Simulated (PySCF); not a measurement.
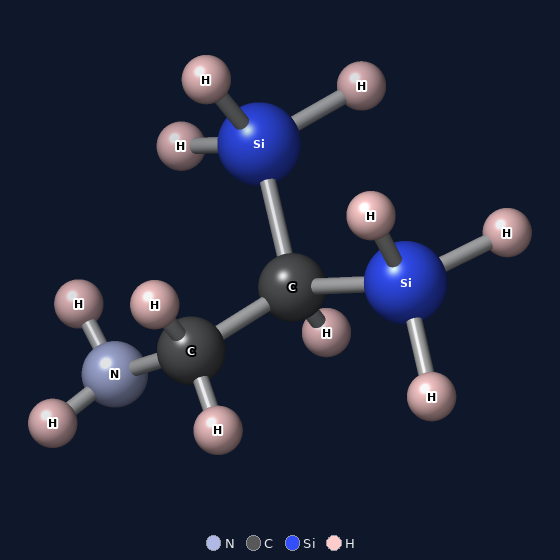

Geometry used (C₂H₁₁NSi₂, SMILES NCC([SiH3])[SiH3]).

Simulated rotational absorption lines between 2 and 20 GHz at 3 K: rigid rotor with the equilibrium constants and dipole of one optimised conformer (PBE0-D3(BJ)/def2-SVP, PySCF), commonest isotopes; no centrifugal distortion, hyperfine structure, internal rotation or nuclear-spin weights; lines within 1 MHz of each other are summed. Lines of different type are drawn apart.

What are the rotational constants, and what kind of rotor is it?

Answer. Rotational constants A, B, C = 3.234, 2.184, 1.400 GHz; Ray's κ = −0.14, an asymmetric top midway between the limits.

Which dipole components drive the lines?

Answer.
|μa|, |μb|, |μc| = 0.90, 0.56, 0.78 D; a-type lines carry 57 % of the intensity in this range.

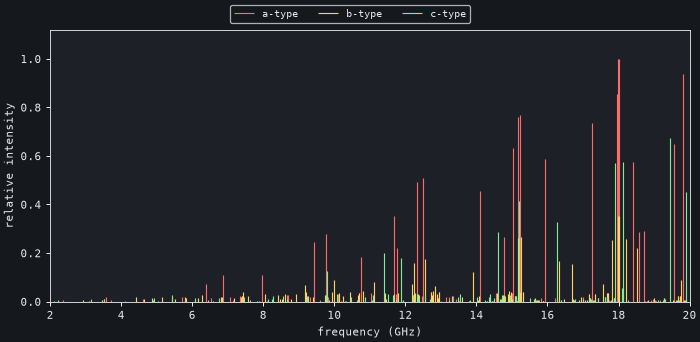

Known limits of this run: coarse grid, loose stop and no frequency check, small forces are noise and the end may be a saddle.
